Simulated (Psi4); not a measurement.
# UPBE/def2-TZVPPD run of SiH (SMILES [SiH])

What is the vertical doublet–quartet gap of SiH at UPBE/def2-TZVPPD? 

Program for the calculation: Psi4 1.11.

7 further runs of the same task are left out: 7 that didn't finish.

**1. The molecule**

SiH: 2 atoms, total charge 0, spin state doublet. As SMILES, `[SiH]`. Geometry: relaxed at PBE0-D4/def2-TZVP.

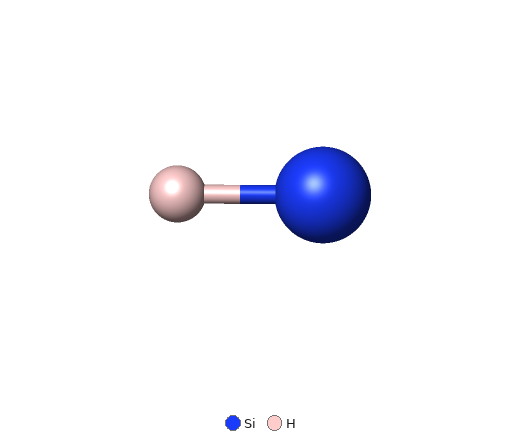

The structure, seen from a chosen angle (silicon blue, hydrogen pink).

**2. The energy at UPBE/def2-TZVPPD**

hsi.py reads:

```python
import psi4

psi4.set_memory(1600000000)
psi4.set_num_threads(1)
psi4.set_output_file('run.log', False)

geom = psi4.geometry("""
0 2
Si     0.000000     0.000000    -0.007580
H      0.000000     0.000000     1.524140
units angstrom
symmetry c1
no_reorient
no_com
""")

psi4.set_options({
    'basis': 'def2-TZVPPD',
    'reference': 'uks',
    'puream': True,
    'e_convergence': 1e-09,
    'd_convergence': 1e-08,
    'scf_type': 'pk',
    'dft_radial_points': 99,
    'dft_spherical_points': 590,
    'maxiter': 100,
})

result, w = psi4.energy("pbe", molecule=geom, return_wfn=True)
psi4.oeprop(w, "WIBERG_LOWDIN_INDICES", "DIPOLE", "QUADRUPOLE")
print(f'total energy {result:.8f} hartree = {result * 27.211386:.5f} eV')
```

Run with:

```
$ python hsi.py
```

run.log:

```text
[...]
  Running in c1 symmetry.
[...]
  Nuclear repulsion =    4.836707067466639
[...]
  Multiplicity = 2
[...]
  Nalpha       = 8
  Nbeta        = 7
[...]
    Number of basis functions: 65
[...]
   @UKS iter   1:  -289.79939616749726   -2.87588e-01   4.92591e-03 ADIIS/DIIS
[...]
   @UKS iter  10:  -289.83736784518538   -1.59730e-11   6.99476e-09 DIIS
[...]
   @S^2 Observed:                7.554569364E-01
[...]
    Orbital Energies [Eh]
    ---------------------
    Alpha Occupied:
       1A    -65.443147     2A     -5.082990     3A     -3.500157
       4A     -3.493478     5A     -3.487894     6A     -0.442486
       7A     -0.248219     8A     -0.165488
    Alpha Virtual:
       9A     -0.154455    10A     -0.001798    11A      0.018018
      12A      0.061071    13A      0.062598    14A      0.064236
      15A      0.067079    16A      0.086684    17A      0.153789
      18A      0.160549    19A      0.165500    20A      0.219027
      21A      0.222033    22A      0.269015    23A      0.273841
      24A      0.283032    25A      0.301818    26A      0.306091
[...]
  @UKS Final Energy:  -289.83736784518538
   => Energetics <=
    Nuclear Repulsion Energy =              4.8367070674666390
    One-Electron Energy =                -410.9271247209437661
    Two-Electron Energy =                 137.2769231513904629
    DFT Exchange-Correlation Energy =     -21.0238733430987175
    Empirical Dispersion Energy =           0.0000000000000000
    VV10 Nonlocal Energy =                  0.0000000000000000
    Total Energy =                       -289.8373678451853834
[...]
 Multipole Moments:
 ------------------------------------------------------------------------------------
     Multipole            Electronic (a.u.)      Nuclear  (a.u.)        Total (a.u.)
 ------------------------------------------------------------------------------------
 L = 1.  Multiply by 2.5417464519 to convert [e a0] to [Debye]
 Dipole X            :         -0.0000000            0.0000000           -0.0000000
 Dipole Y            :          0.0000000            0.0000000            0.0000000
 Dipole Z            :         -2.6428400            2.6796694            0.0368295
 Magnitude           :                                                    0.0368295
 L = 2.  Multiply by 1.3450342976 to convert [e a0^2] to [Debye ang]
 Quadrupole XX       :        -11.9213560            0.0000000          -11.9213560
 Quadrupole XY       :         -0.8677163            0.0000000           -0.8677163
[...]
```

Standard output:

```text
total energy -289.83736785 hartree = -7886.87649 eV
```

Run time: 6.9 s. Hardware: 1 thread of Intel Xeon Platinum 8488C (Sapphire Rapids), shared host; peak memory 0.45 GiB.

**3. The quartet: energy and forces at UPBE/def2-TZVPPD**

input.dat reads:

```
memory 1.6 GB

molecule m {
  0 4
  Si     0.00000000     0.00000000    -0.01432412
  H      0.00000000     0.00000000     2.88020718
  units bohr
  symmetry c1
}

set globals {
  basis def2-TZVPPD
  reference uks
  puream true
  e_convergence 1e-09
  d_convergence 1e-08
  scf_type pk
  dft_radial_points 99
  dft_spherical_points 590
  maxiter 100
}

e_tot, wfn = gradient("pbe", return_wfn=True)
print_variables()
```

Run with:

```
$ psi4 input.dat output.dat -n 1
```

output.dat:

```text
[...]
  Running in c1 symmetry.
[...]
  Nuclear repulsion =    4.836707068947569
[...]
  Multiplicity = 4
[...]
  Nalpha       = 9
  Nbeta        = 6
[...]
    Number of basis functions: 65
[...]
   @UKS iter   1:  -289.74438245925438   -2.32574e-01   5.00595e-03 DIIS/ADIIS
[...]
   @UKS iter  10:  -289.77818170396125   -5.91172e-12   6.07700e-09 DIIS
[...]
   @S^2 Observed:                3.750912175E+00
[...]
    Orbital Energies [Eh]
    ---------------------
    Alpha Occupied:
       1A    -65.447244     2A     -5.089699     3A     -3.501558
       4A     -3.500772     5A     -3.500772     6A     -0.474082
       7A     -0.302653     8A     -0.178610     9A     -0.178610
    Alpha Virtual:
      10A     -0.026439    11A      0.001513    12A      0.048192
      13A      0.048192    14A      0.058294    15A      0.058294
      16A      0.071087    17A      0.136826    18A      0.153910
      19A      0.153910    20A      0.206411    21A      0.206411
      22A      0.254959    23A      0.258685    24A      0.258685
      25A      0.281698    26A      0.281698    27A      0.328110
[...]
  @UKS Final Energy:  -289.77818170396125
   => Energetics <=
    Nuclear Repulsion Energy =              4.8367070689475691
    One-Electron Energy =                -410.7544822654383552
    Two-Electron Energy =                 137.1742530135707909
    DFT Exchange-Correlation Energy =     -21.0346595210413021
    Empirical Dispersion Energy =           0.0000000000000000
    VV10 Nonlocal Energy =                  0.0000000000000000
    Total Energy =                       -289.7781817039612520
[...]
 Multipole Moments:
 ------------------------------------------------------------------------------------
     Multipole            Electronic (a.u.)      Nuclear  (a.u.)        Total (a.u.)
 ------------------------------------------------------------------------------------
 L = 1.  Multiply by 2.5417464519 to convert [e a0] to [Debye]
 Dipole X            :         -0.0000000            0.0000000           -0.0000000
 Dipole Y            :          0.0000000            0.0000000            0.0000000
 Dipole Z            :         -1.3690868            1.3848507            0.0157640
 Magnitude           :                                                    0.0157640
[...]
  -Total Gradient:
     Atom            X                  Y                   Z
    ------   -----------------  -----------------  -----------------
       1       -0.000000000000     0.000000000001    -0.004775768648
       2        0.000000000000    -0.000000000001     0.004775826445
[...]
```

Run time: 10 s. Hardware: 1 thread of Intel Xeon Platinum 8488C (Sapphire Rapids), shared host; peak memory 0.45 GiB.

**4. Summary of results**

At UPBE/def2-TZVPPD:

| quantity | value |
| --- | --- |
| doublet: total energy | -289.83737 Eh |
| doublet: dipole moment | 0.09 D |
| doublet: HOMO energy (highest over α and β) | -4.50 eV |
| doublet: LUMO energy (lowest over α and β) | -4.20 eV |
| doublet: ⟨S²⟩ | 0.755 |
| quartet: total energy | -289.77818 Eh |
| quartet: dipole moment | 0.04 D |
| quartet: HOMO energy (highest over α and β) | -4.86 eV |
| quartet: ⟨S²⟩ | 3.751 |
| quartet: largest force on an atom | 0.246 eV/Å |
| vertical energy of the quartet above the doublet | 1.611 eV |

In words: At this shape the quartet lies 1.61 eV (37 kcal/mol) above the doublet.
